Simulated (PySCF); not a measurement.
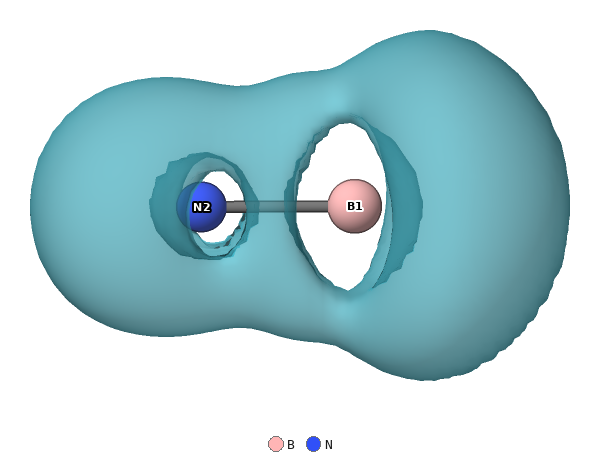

Figure. BN (triplet). Isosurface of the ELF at 0.75 (cyan), seen from one side. Core shells and regions of very low density are left out.

The calculation used PBE0/def2-TZVP, non-relativistic Hamiltonian with scalar-relativistic core potentials where named, at a bond length of 1.317 Å in PySCF 2.14.0.

Q: Where are the electrons localised?

A: At this value the surface marks out one joined region spread over several atoms (B, N), in which their bonds and any lone pairs are merged.

Values along the shortest contacts:
B–N (1.32 Å): the ELF peaks at about 0.90 between the atoms (a polar covalent bond).
